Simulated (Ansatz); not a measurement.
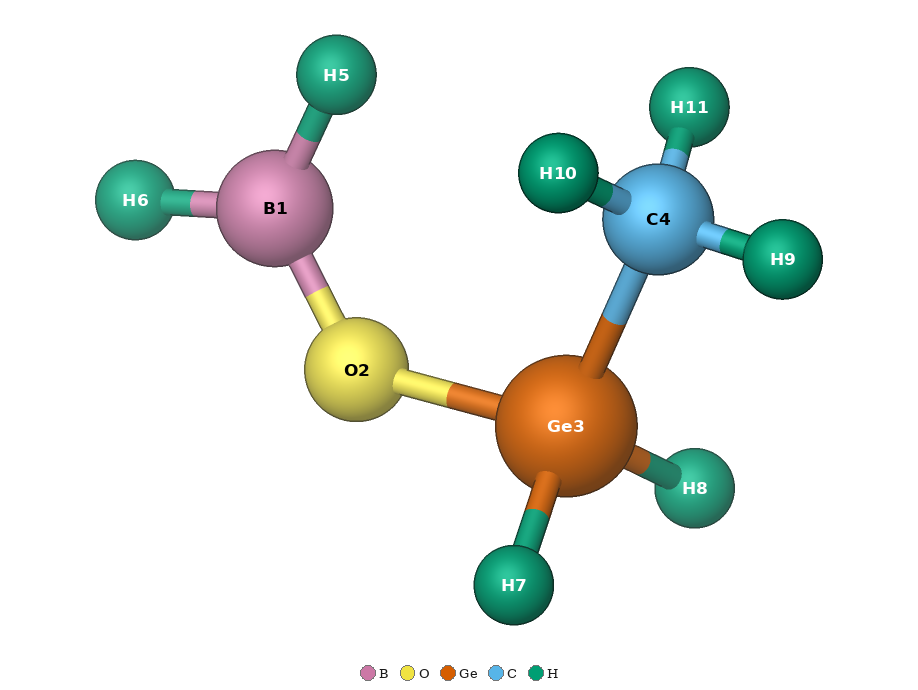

The computed structure is the end point of a PBE-D4/def2-SVP optimisation. No frequency run is at hand to confirm it as a minimum.

Question: Describe the coordination of atom 4.

Answer: C4 has 4 neighbours (Ge3 at 1.96, H9 at 1.11, H10 at 1.11, H11 at 1.11 Å); the arrangement is tetrahedral.

Question: Describe the coordination of atom 1.

Answer: B1 has 3 neighbours (O2 at 1.35, H5 at 1.23, H6 at 1.22 Å); the arrangement is trigonal planar.

Question: Describe the coordination of atom 3.

Answer: Ge3 has 4 neighbours (O2 at 1.84, C4 at 1.96, H7 at 1.55, H8 at 1.55 Å); the arrangement is tetrahedral.

Question: How are the neighbours of atom 2 arranged?

Answer: O2 has 2 neighbours (B1 at 1.35, Ge3 at 1.84 Å); the arrangement is bent.

Question: What is the dihedral angle B1–O2–Ge3–C4?

Answer: 4° in size, that is syn (eclipsed).
